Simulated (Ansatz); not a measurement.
# SnTe2 (model cell, started as fluorite): from the cell to its phonons, part 2 of 2

Aim: the vibrations of SnTe2 (model cell, started as fluorite), their spectra, and whether the structure is stable.

Ansatz 0.2.0; DFT PBE, scalar-relativistic, plane waves, PAW.

So far. Step 4 (Relaxing to small forces for the phonons): The forces vanish by symmetry and the pressure is 0.001 GPa, within the tolerances set. The cell now holds 34.40 Å³/atom. The relaxed cell has a = 7.446 Å (conventional setting).

The structure was built from a prototype and need not be the compound's stable phase.

## 5. Modes at Γ

The zone centre comes first: it holds the modes that light can see, as far as symmetry allows. No field response is asked, since the mesh shows no gap.

input.yaml

```yaml
crystal:
  lattice:
    - [0.0, 3.7227547923, 3.7227547923]
    - [3.7227547923, 0.0, 3.7227547923]
    - [3.7227547923, 3.7227547923, 0.0]
  atoms:
    - { symbol: Sn, position: [0.0, 0.0, 0.0] }
    - { symbol: Te, position: [0.25, 0.25, 0.25] }
    - { symbol: Te, position: [0.75, 0.75, 0.75] }
kpoints:
  mp_grid: { grid: [12, 12, 12] }
hamiltonian:
  xc: pbe
scf:
  occupations: { method: methfessel_paxton, width: 0.2 }
output:
  eigenvalues: true
phonons:
  method: dfpt
```

Started as:

```bash
$ ansatz run input.yaml --threads 4 --pin off --max-ram 7168MiB --backend cpu --events-out ev --progress --plain --runs-dir out
```

Numbers of over 12 decimals in the logs are rounded to 6 here.

The log of the run:

```text
zone centre: on kpoints.mp_grid the ground state, and the responses unless they are solved on pairs of k-points, stand on 163 of the mesh's 1728 k-points, reduced under 8 symmetry operations, with k and −k counted as one. Each operation leaves every solved displacement unchanged or reverses it
[...]
Crystal: 3 atoms, lattice volume = 103.187 Å³
Basis set: ecut = 420 eV, 1989 PW (Γ), exchange–correlation on 72×72×72 points (8 copies of the dense FFT grid, shifted against one another)
Bands: 28, of which v1, the nominal top of the filled ones, is band 23 counted from 1 (22 counted from 0)
Symmetry: 48 space group operations
k-points: 163 of 1728 (irreducible under 8 space group operations, time reversal used)
[...]
SCF iter   1: F=—  HF=-19983.745280 eV  |F-HF|=—  |Δ(HF+E_count)|=         —  Δρ=1.28e-3  dr2=2.45e-3  ethr=1.77e-3  ⟨swp⟩=6.5  Hψ=20418  notcnv=0
[...]
SCF iter   8: F=-19983.743660 eV  HF=-19983.743660 eV  |F-HF|=7.28e-12  |Δ(HF+E_count)|=  3.27e-11  S|Δr|=    0.00e0  Δρ=8.00e-8  dr2=7.56e-12  ethr=1.00e-12  ⟨swp⟩=5.4  Hψ=24973  notcnv=0
SCF 1 converged in 8 iterations: F = -19983.743660 eV  dr2 = 7.56e-12
[...]
DFPT response loops at Γ: preconditioner auto → Kerker (q_TF=auto, 2.385 Å⁻¹) (partly filled bands, converged f_vac=0.080); β = 1.00, the filter's whole step (`scf.mixing.beta` (0.50) is not read by the response loops under this deck's `scf.mixing.preconditioner`; to damp them name `kerker` or `kerker_dos`, under which they read `scf.mixing.beta`, and type it under 1.00, their step now; both keys bind the ground state too); Broyden in place of MSR1
SCF converged after 8 iterations
[...]
Free energy (F): -19983.743660 eV
[...]
Internal energy: -19983.744457 eV  (E = F + TS)
E sigma→0 (E₀):  -19983.743860 eV
Entropy (-TS):   0.000796 eV (0.265 meV/atom)
Fermi energy:    7.903227 eV
[...]
--- Band table (eV; the first three rows and the last of 163) ---
  k-point 0: bands = [... 19 lower, 5.3614, 5.3614, 6.5735, 6.5735, 6.5735, 9.5716, 9.5716, 9.5716, ... 1 higher]
  k-point 1: bands = [... 19 lower, 5.3290, 5.3290, 6.5628, 6.5628, 6.9688, 9.5793, 9.6097, 9.6097, ... 1 higher]
  k-point 2: bands = [... 19 lower, 5.2524, 5.2524, 6.5112, 6.5112, 7.6521, 9.7410, 9.7617, 9.7617, ... 1 higher]
  k-point 162: bands = [... 19 lower, 5.4758, 5.4758, 7.1136, 8.6176, 8.7278, 10.4152, 11.5797, 11.5797, ... 1 higher]
--- Phonons (Γ-DFPT): 2 representative perturbations + reference, on 163 of 1728 k-points (Σ response iterations 6) ---
  k mesh reduced under 8 symmetry operations, with k and −k counted as one. Each operation leaves every solved displacement unchanged or reverses it
  ASR residual: 6.805e-5 → 0.000e0 eV/Å²; symmetrization residual: 1.949e-5 eV/Å²
  ASR residual per site (eV/Å²): 6.81e-5 1.24e-5 1.24e-5
  Γ frequencies (cm⁻¹): 0.00 0.00 0.00 66.35 66.35 66.35 74.31 74.31 74.31
  non-analytic LO–TO correction: not included (Born effective charges unavailable; polar crystals: no LO–TO splitting at Γ)
```

Wall time 31 s (4 threads of Arm Neoverse V2, shared host); peak memory 1.8 GiB; 2 min of CPU time.

Numbers from this step:

```yaml
sum_rule_residual_before_enforcement: 6.81e-5 eV/Å²
point_group: m-3m
highest_optical_mode_at_the_zone_centre_no_lo_to_term: 74.31 cm⁻¹
lowest_optical_zone_centre_mode: 66.35 cm⁻¹
```

Patterns of degenerate modes are one choice out of their space. Modes at Γ, with each element's share of the kinetic energy:

```csv
mode,frequency (cm⁻¹),symmetry,Sn %,Te %
1,0.0,acoustic,32,68
2,0.0,acoustic,32,68
3,0.0,acoustic,32,68
4,66.3,T2g,0,100
5,66.3,T2g,0,100
6,66.3,T2g,0,100
7,74.3,T1u,68,32
8,74.3,T1u,68,32
9,74.3,T1u,68,32
```

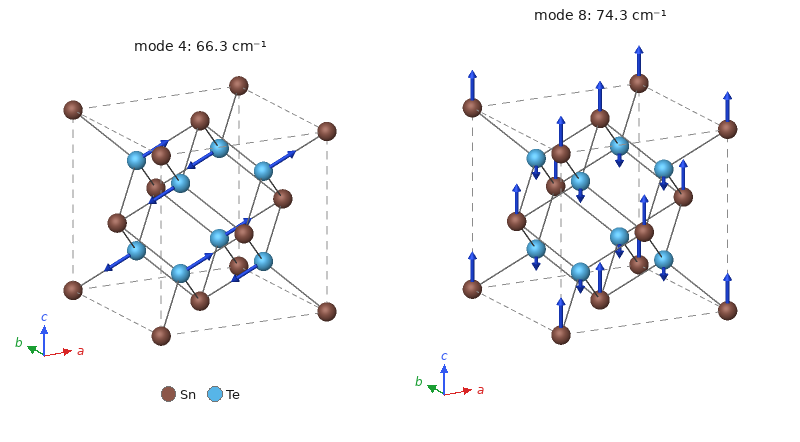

Displacement patterns of modes 4 and 8 at Γ; arrows are exaggerated. Some periodic images of atoms are drawn too.

Before it was imposed, the acoustic sum rule was missed by 6.8e-5 eV/Å². Small misses are needed for a sound result but don't prove that mesh and cutoff are converged. The lowest optical mode is real, 66.3 cm⁻¹.

## 6. Phonons on a q mesh

Stability and thermal properties need the whole zone. Linear response on a 4×4×4 q mesh gives force constants as far as a supercell of that size would.

input.yaml, as its differences from that of step 5:

```diff
@@ -19 +19,8 @@
   method: dfpt
+  qmesh: [4, 4, 4]
+  temperatures: { t_max: 1000, t_step: 50 }
+  qpath:
+    path:
+      - [[0.0, 0.0, 0.0], [0.5, 0.0, 0.5], [0.625, 0.25, 0.625]]
+      - [[0.375, 0.375, 0.75], [0.0, 0.0, 0.0], [0.5, 0.5, 0.5], [0.5, 0.25, 0.75], [0.5, 0.0, 0.5]]
+    npoints: 10
```

The log of the run:

```text
Warning: phonons: the dynamical matrix that this run interpolates holds no multipole term above the dipole-dipole one, and a site of this crystal is no centre of inversion, so its interpolated transverse optical and acoustic branches and sound speeds can stay off near Gamma, and the density of states and the thermodynamics with them. What a run solves at a wave vector of phonons.qpoints, Gamma apart, where the deck admits one, is free of this, and under fd what a larger phonons.supercell samples
[...]
Crystal: 3 atoms, lattice volume = 103.187 Å³
Basis set: ecut = 420 eV, 1989 PW (Γ), exchange–correlation on 72×72×72 points (8 copies of the dense FFT grid, shifted against one another)
Bands: 28, of which v1, the nominal top of the filled ones, is band 23 counted from 1 (22 counted from 0)
Symmetry: 48 space group operations
k-points: 72 of 1728
[...]
SCF iter   1: F=—  HF=-19983.745300 eV  |F-HF|=—  |Δ(HF+E_count)|=         —  Δρ=1.28e-3  dr2=2.45e-3  ethr=1.77e-3  ⟨swp⟩=6.5  Hψ=8989  notcnv=0
[...]
SCF iter   8: F=-19983.743660 eV  HF=-19983.743660 eV  |F-HF|=3.64e-12  |Δ(HF+E_count)|=  8.00e-11  S|Δr|=    0.00e0  Δρ=7.95e-8  dr2=7.44e-12  ethr=1.00e-12  ⟨swp⟩=5.5  Hψ=11122  notcnv=0
SCF 1 converged in 8 iterations: F = -19983.743660 eV  dr2 = 7.44e-12
[...]
SCF iter   5: F=-19983.743660 eV  HF=-19983.743660 eV  |F-HF|=3.64e-12  |Δ(HF+E_count)|=  1.09e-11  S|Δr|=    0.00e0  Δρ=6.09e-8  dr2=5.62e-12  ethr=1.00e-12  ⟨swp⟩=2.2  Hψ=5357  notcnv=0
SCF 2 converged in 5 iterations: F = -19983.743660 eV  dr2 = 5.62e-12
phonons: the bands overlap, so this run is a metal and interpolates without the dipole-dipole term. If the crystal is really an insulator or semiconductor, its LO-TO splitting is missing
NSCF: frozen V_eff on 72 k-points
[...]
DFPT response loops at q = (0, 0, 0) (fractional): preconditioner auto → Kerker (q_TF=auto, 2.385 Å⁻¹) (partly filled bands, converged f_vac=0.080); β = 1.00, the filter's whole step (`scf.mixing.beta` (0.50) is not read by the response loops under this deck's `scf.mixing.preconditioner`; to damp them name `kerker` or `kerker_dos`, under which they read `scf.mixing.beta`, and type it under 1.00, their step now; both keys bind the ground state too); Broyden in place of MSR1
[...]
phonons.qmesh, q = [0.0000, 0.2500, -0.5000]: its response loops start from zero, take more passes and end by a threshold: the memory limit or budget leaves too little room for the subspace of the ground state's own states beside the solves, or none could be made (phonons.method)
[...]
SCF converged after 8 iterations
[...]
Free energy (F): -19983.743660 eV
[...]
Internal energy: -19983.744457 eV  (E = F + TS)
E sigma→0 (E₀):  -19983.743860 eV
Entropy (-TS):   0.000796 eV (0.265 meV/atom)
Fermi energy:    7.903227 eV
[...]
--- Band table (eV; the first three rows and the last of 72) ---
  k-point 0: bands = [... 19 lower, 5.3614, 5.3614, 6.5735, 6.5735, 6.5735, 9.5716, 9.5716, 9.5716, ... 1 higher]
  k-point 1: bands = [... 19 lower, 5.3290, 5.3290, 6.5628, 6.5628, 6.9688, 9.5793, 9.6097, 9.6097, ... 1 higher]
  k-point 2: bands = [... 19 lower, 5.2524, 5.2524, 6.5112, 6.5112, 7.6521, 9.7410, 9.7617, 9.7617, ... 1 higher]
  k-point 71: bands = [... 19 lower, 5.4758, 5.4758, 7.1136, 8.6176, 8.7278, 10.4152, 11.5797, 11.5797, ... 1 higher]
--- Phonons (Γ-DFPT): 2 representative perturbations + reference (Σ response iterations 6) ---
  ASR residual: 7.000e-5 → 0.000e0 eV/Å²; symmetrization residual: 1.553e-5 eV/Å²
  ASR residual per site (eV/Å²): 7.00e-5 9.11e-6 9.11e-6
  Γ frequencies (cm⁻¹): 0.00 0.00 0.00 66.35 66.35 66.35 74.31 74.31 74.31
--- Phonons (arbitrary-q DFPT): 8 irreducible q on the 4×4×4 mesh ---
  q = [0.0000, 0.0000, 0.0000] (star 1, of the zone-centre solve; hermiticity 1.89e-5, symmetrization 2.88e-11): -0.00 -0.00 0.00 66.35 66.35 66.35 74.31 74.31 74.31
  q = [0.0000, 0.0000, 0.2500] (star 8, 2 solved perturbations on 936 of 1728 k-point pairs; hermiticity 3.25e-5, symmetrization 2.27e-8): -33.55 -33.55 22.34 39.97 59.62 59.62 72.87 73.09 73.09
[...]
q = [0.0000, 0.2500, 0.2500] (star 6, 4 solved perturbations in 1608 linear systems a pass and spin channel, the states on 510 of 1728 k-point pairs; hermiticity 3.90e-5, symmetrization 8.29e-8): -18.97 -18.97 16.19 25.10 52.81 52.81 60.57 78.83 78.83
[...]
sum rule: each row above includes the acoustic sum rule's correction from the zone centre's row sums; it moved no ω² by more than (0.40 cm⁻¹)²
  mesh force constants: q→R imaginary residual 7.88e-18; ASR residual 7.000e-5 → 0.000e0 eV/Å²; symmetrization residual 7.772e-16 eV/Å²
  interpolated dispersion: 62 rows × 9 modes
  density of states and harmonic sums: on the 16×16×16 q-mesh, interpolated from the force constants of a 4×4×4 supercell (no non-analytic term)
  largest difference from the sums on the solved wave vectors: F 1.82e-2 eV, S 2.51e-5 and C_V 6.98e-6 eV/K
  zero-point energy: 0.022171 eV/cell   skipped modes (ω ≤ 0): 421, of them read as no rigid motion or as one in doubt: 418 (2.953e0 modes/cell left out, lowest -67.02 cm⁻¹)   left out of the sums: 3.28e-1 of the cell's modes: C_V's classical limit lies that fraction below 3 k_B per atom; for a crystal, a wire or a layer, F and S can be off by more, and a phonons.interpolated_qmesh denser along its periods is the remedy for the sampling
```

It took 32 min on 4 threads; peak memory 7 GiB; 2.1 h of CPU time.

This step gave:

- sum-rule residual before enforcement: 7.00e-5 eV/Å²
- lowest frequency on the path: -67.02 cm⁻¹
- highest frequency on the path or at a solved wavevector: 78.9 cm⁻¹
- lowest mode on the q mesh (acoustic modes at Γ apart): -67.02 cm⁻¹

Frequencies (cm⁻¹) solved at each irreducible wavevector; negative means imaginary. Frequencies by wavevector, by row:

```csv
q in reciprocal lattice units,star,mode 1,mode 2,mode 3,mode 4,mode 5,mode 6,mode 7,mode 8,mode 9
0 0 0,1,0,0,0,66.3,66.3,66.3,74.3,74.3,74.3
0 0 0.25,8,-33.5,-33.5,22.3,40,59.6,59.6,72.9,73.1,73.1
0 0 -0.5,4,-54.5,-38.4,-38.4,17.7,52.1,52.1,71.9,71.9,73
0 0.25 0.25,6,-19,-19,16.2,25.1,52.8,52.8,60.6,78.8,78.8
0 0.25 -0.5,24,-57.7,-33,-30.4,31,40.6,62.9,74.9,75.6,76.6
0 0.25 -0.25,12,-45.6,-43.5,-9.9,19.9,48.5,49.4,71.8,74.2,78.4
0 -0.5 -0.5,3,-67,-26.5,-26.5,38,38,60.8,72.1,73.7,73.7
0.25 -0.5 -0.25,6,-55.8,-34.6,-34.6,-30,37.3,68.7,71.6,71.6,74.6
```

Interpolated from a 4×4×4 q mesh. Phonon branches along the path, in cm⁻¹:

```csv
point,branch 1,branch 2,branch 3,branch 4,branch 5,branch 6,branch 7,branch 8,branch 9
Γ,0,0,0,66,66,66,74,74,74
X,-67,-26,-26,38,38,61,72,74,74
U,-61,-30,-22,-17,31,72,72,74,74
jump to K,-61,-30,-22,-17,31,72,72,74,74
Γ,0,0,0,66,66,66,74,74,74
L,-54,-38,-38,18,52,52,72,72,73
W,-56,-35,-35,-30,37,69,72,72,75
X,-67,-26,-26,38,38,61,72,74,74
```

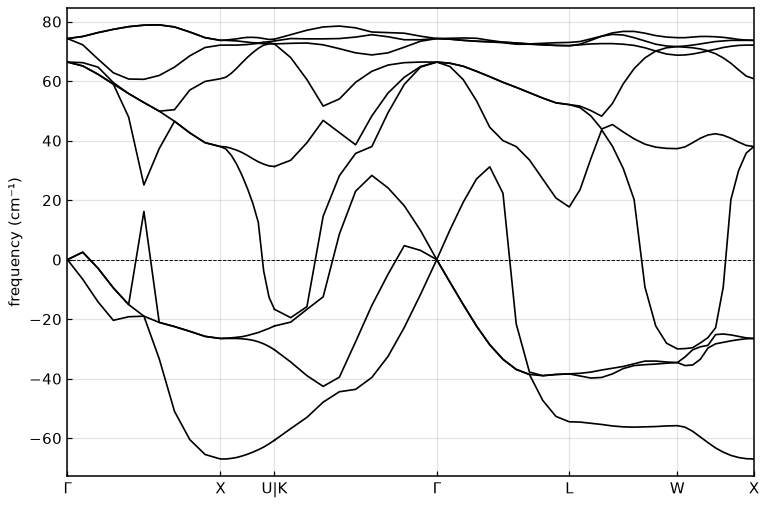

Phonon branches along the path.

The phonon density of states has structure finer than the step of the table below, so its rows give means over 5 cm⁻¹, whole bins alone (the curve runs from -67 to 79 cm⁻¹). Peaks (cm⁻¹: height): -57.0: 0.0730, -39.0: 0.126, 75.0: 0.423.

Tetrahedra on a 16×16×16 mesh, mean over bins of 2 cm-1. Interpolated from a 4×4×4 q mesh. The phonon density of states by wavenumber; means over each step:

```csv
wavenumber (cm⁻¹),phonon density of states (1/cm⁻¹/cell)
-60,0.0337
-55,0.0598
-50,0.0255
-45,0.0249
-40,0.0908
-35,0.0998
-30,0.0843
-25,0.0770
-20,0.0375
-15,0.0201
-10,0.0142
-5,0.0113
0,0.00996
5,0.00981
10,0.0108
15,0.0137
20,0.0200
25,0.0288
30,0.0344
35,0.0619
40,0.0729
45,0.0738
50,0.0808
55,0.0703
60,0.0525
65,0.0544
70,0.174
75,0.361
```

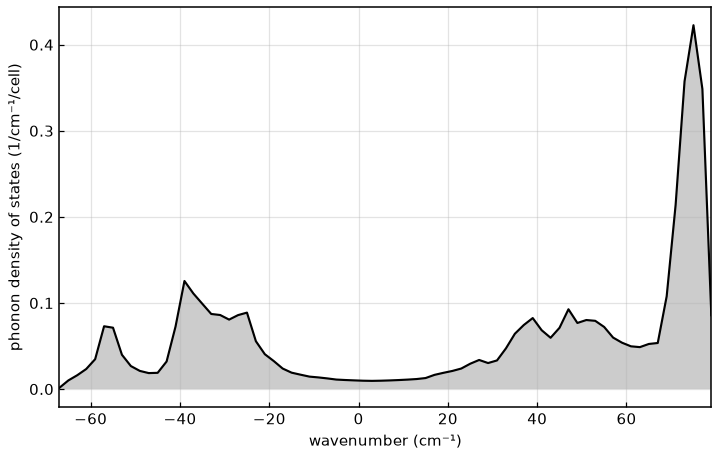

Phonon density of states against wavenumber.

The partial phonon density of states has structure finer than the step of the table below, so its rows give means over 10 cm⁻¹, whole bins alone (the curve runs from -76.4 to 91.2 cm⁻¹). Peaks (cm⁻¹: height): Sn -37.4: 0.0287, 74.3: 0.208; Te -56.4: 0.0573, -37.4: 0.0772, 48.0: 0.0810, 75.4: 0.151.

Phonopy on the run's constants, 13x13x13 mesh, Gaussian sigma 2.0 cm-1. Interpolated from a 4×4×4 q mesh. The partial phonon density of states by wavenumber; means over each step; values in 1/cm⁻¹/cell:

```csv
wavenumber (cm⁻¹),Sn,Te
-70,8.1e-6,0.00216
-60,0.00184,0.0342
-50,0.00348,0.0278
-40,0.0206,0.0591
-30,0.0270,0.0588
-20,0.0161,0.0302
-10,0.00406,0.00927
0,0.00124,0.00351
10,0.00273,0.00645
20,0.00675,0.0156
30,0.00764,0.0348
40,0.00685,0.0614
50,0.00899,0.0696
60,0.00929,0.0468
70,0.113,0.0810
80,0.0704,0.0594
```

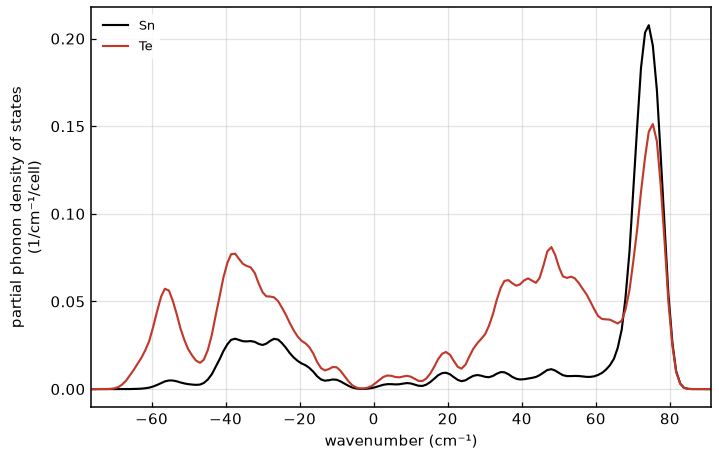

Partial phonon density of states, plotted against wavenumber.

Symmetry leaves 8 wavevectors to solve. The lowest mode among them, the acoustic zeros apart, lies at q = (0, -0.5, -0.5) and is imaginary, 67.0i cm⁻¹, so the energy falls along it.

## 7. Isotope substitution, element Sn, natural mass 118.71 amu

An isotope changes the mass and not the force constants, so no new electronic calculation is needed; the shifts show which modes move this element.

The same force constants with the mass of Sn changed from 118.710 to 123.905 u (phonopy, no LO-TO term). Both lists are sorted by frequency; levels can cross, so a row need not hold one and the same mode. Modes under 3 cm⁻¹ are left out. Isotope shifts, by row:

```csv
q,rank,natural mass (cm⁻¹),changed mass (cm⁻¹)
0 0 0,4,66.35,66.35
0 0 0,5,66.35,66.35
0 0 0,6,66.35,66.35
0 0 0,7,74.31,73.24
0 0 0,8,74.31,73.24
0 0 0,9,74.31,73.24
0 0 0.25,1,-33.55,-33.37
0 0 0.25,2,-33.55,-33.37
0 0 0.25,3,22.34,22.16
0 0 0.25,4,39.97,39.97
0 0 0.25,5,59.62,59.35
0 0 0.25,6,59.62,59.35
0 0 0.25,7,72.87,71.9
0 0 0.25,8,73.09,72.24
0 0 0.25,9,73.09,72.24
0 0 -0.5,1,-54.49,-54.32
0 0 -0.5,2,-38.41,-38.15
0 0 -0.5,3,-38.41,-38.15
0 0 -0.5,4,17.67,17.67
0 0 -0.5,5,52.12,52.12
0 0 -0.5,6,52.12,52.12
0 0 -0.5,7,71.94,70.88
0 0 -0.5,8,71.94,70.88
0 0 -0.5,9,73.04,71.71
0 0.25 0.25,1,-18.97,-18.82
0 0.25 0.25,2,-18.97,-18.82
0 0.25 0.25,3,16.19,16.17
0 0.25 0.25,4,25.1,25.1
0 0.25 0.25,5,52.81,52.68
0 0.25 0.25,6,52.81,52.68
0 0.25 0.25,7,60.57,59.37
0 0.25 0.25,8,78.83,77.97
0 0.25 0.25,9,78.83,77.97
```

A mode of this element alone would shift by -2.12 %. The highest zone-centre frequency without the field goes from 74.3 to 73.2 cm⁻¹ (-1.4 %). The product of the frequency ratios over all optical modes at Γ is 0.957; the product rule, (m/m′)^(3k/2) (M′/M)^(3/2) with k = 1 such atoms and M the mass of the cell, gives 0.957.

## 8. Another isotope, element Te, natural mass 127.6 amu

The same for Te, from 127.60 to 129.91 u.

The same force constants with the mass of Te changed from 127.600 to 129.906 u (phonopy, no LO-TO term). Both lists are sorted by frequency; levels can cross, so a row need not hold one and the same mode. Modes under 3 cm⁻¹ are left out. Isotope shifts, by row:

```csv
q,rank,natural mass (cm⁻¹),changed mass (cm⁻¹)
0 0 0,4,66.35,65.76
0 0 0,5,66.35,65.76
0 0 0,6,66.35,65.76
0 0 0,7,74.31,74.1
0 0 0,8,74.31,74.1
0 0 0,9,74.31,74.1
0 0 0.25,1,-33.55,-33.32
0 0 0.25,2,-33.55,-33.32
0 0 0.25,3,22.34,22.21
0 0 0.25,4,39.97,39.62
0 0 0.25,5,59.62,59.19
0 0 0.25,6,59.62,59.19
0 0 0.25,7,72.87,72.64
0 0 0.25,8,73.09,72.8
0 0 0.25,9,73.09,72.8
0 0 -0.5,1,-54.49,-54.07
0 0 -0.5,2,-38.41,-38.17
0 0 -0.5,3,-38.41,-38.17
0 0 -0.5,4,17.67,17.51
0 0 -0.5,5,52.12,51.66
0 0 -0.5,6,52.12,51.66
0 0 -0.5,7,71.94,71.75
0 0 -0.5,8,71.94,71.75
0 0 -0.5,9,73.04,72.95
0 0.25 0.25,1,-18.97,-18.86
0 0.25 0.25,2,-18.97,-18.86
0 0.25 0.25,3,16.19,16.05
0 0.25 0.25,4,25.1,24.88
0 0.25 0.25,5,52.81,52.39
0 0.25 0.25,6,52.81,52.39
0 0.25 0.25,7,60.57,60.54
0 0.25 0.25,8,78.83,78.49
0 0.25 0.25,9,78.83,78.49
```

A mode of this element alone would shift by -0.89 %. The highest zone-centre frequency without the field goes from 74.3 to 74.1 cm⁻¹ (-0.3 %). The product of the frequency ratios over all optical modes at Γ is 0.965; the product rule, (m/m′)^(3k/2) (M′/M)^(3/2) with k = 2 such atoms and M the mass of the cell, gives 0.965.

## 9. Results

```yaml
space_group_after_relaxation_within_0p01_a: Fm-3m
volume_per_atom: 34.4 Å³
electronic_character: no gap on this mesh
highest_optical_mode_at_the_zone_centre_no_lo_to_term: 74.3 cm⁻¹
lowest_optical_zone_centre_mode: 66.3 cm⁻¹
lowest_mode_on_the_q_mesh_acoustic_modes_at_gamma_apart: -67.0 cm⁻¹
highest_frequency_on_the_path_or_at_a_solved_wavevector: 78.9 cm⁻¹
imaginary_modes_on_the_4x4x4_q_mesh: yes
```

In words: Modes are clearly imaginary (beyond 10i cm⁻¹) at 7 of the 8 irreducible wavevectors, most at q = (0, -0.5, -0.5) (67.0i cm⁻¹), so this structure is not a minimum of the energy. The optical modes at Γ span 66 to 74 cm⁻¹. The highest mode in this list at Γ, 74.3 cm⁻¹, has its largest share on Sn (68 % of the kinetic energy). With no gap, or one that is small against the smearing, the frequencies hang on the k mesh and the smearing, most of all near Kohn anomalies. Spin-orbit coupling is left out, which can matter for the heavy elements here. A phonon run warned that its eigensolver left some bands unconverged in a pass. The starting cell was built on a prototype and not taken from a measurement, so the phase need not exist. These are harmonic frequencies at zero temperature: anharmonic shifts, linewidths and thermal expansion are left out.

[Logs are printed without paths, hosts, clocks, repeated set-up lines and the standing remarks that a program may print on its own settings, such as how far it seeks lower states.]

[Hosts, paths, dates, database ids (printed as entryN), source tags and the programs' standing remarks are cut or masked in the printed files.]
